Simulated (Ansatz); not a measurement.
**Thickness series in BeTe**

Start from BeTe in the zinc blende structure (space group F-43m, No. 216).

```
CELL_PARAMETERS angstrom
      0.00000     2.80229     2.80229
      2.80229     0.00000     2.80229
      2.80229     2.80229     0.00000
ATOMIC_POSITIONS crystal
  Te 0.25000 0.25000 0.25000
  Be 0.00000 0.00000 0.00000
```

Cartesian axes are those of the cell as printed.

Free-standing slabs (2 atom(s) a layer) normal to [110] with 15 Å of vacuum; in-plane cell held at bulk.

Method: Ansatz (an electronic-structure program) PBEsol, spin-orbit coupling left out.

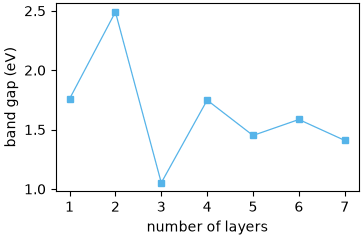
Band gap against number of layers

```json
[
 {"number of layers": "1", "band gap": "1.76 eV"},
 {"number of layers": "2", "band gap": "2.49 eV"},
 {"number of layers": "3", "band gap": "1.05 eV"},
 {"number of layers": "4", "band gap": "1.75 eV"},
 {"number of layers": "5", "band gap": "1.45 eV"},
 {"number of layers": "6", "band gap": "1.58 eV"},
 {"number of layers": "7", "band gap": "1.41 eV"}
]
```

Spin-orbit coupling, missing from the scalar runs, can matter with Te. Whether these cells are dynamically stable was not tested.
